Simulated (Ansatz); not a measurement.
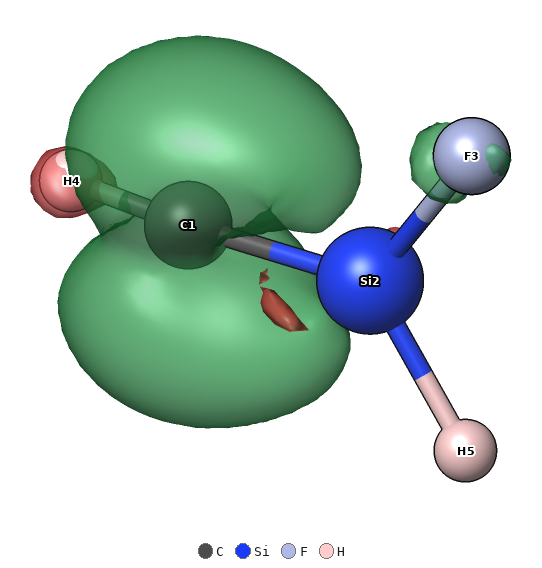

The picture shows: CH$_{2}$FSi (doublet). Isosurfaces of the spin density (α minus β) at +0.03 (green) and −0.03 e/Å³ (red), seen at a tilt.

Geometry: PBE0-D4/def2-TZVP.

Method: UKS PBE0-D4/def2-TZVPP in Ansatz 0.2.0.

| atom | x (Å) | y (Å) | z (Å) |
| --- | --- | --- | --- |
| C | -0.9465 | -0.5875 | -0.2245 |
| Si | 0.4542 | 0.2194 | 0.1216 |
| F | 0.7014 | 1.7681 | -0.1280 |
| H | -1.8819 | -1.0478 | -0.4727 |
| H | 1.6729 | -0.3521 | 0.7035 |

**Describe the spin distribution.**

The unpaired spin (1 electron) lies mostly on C1 (about 0.8) and Si2 (about 0.1), in electrons by Hirshfeld's partition.
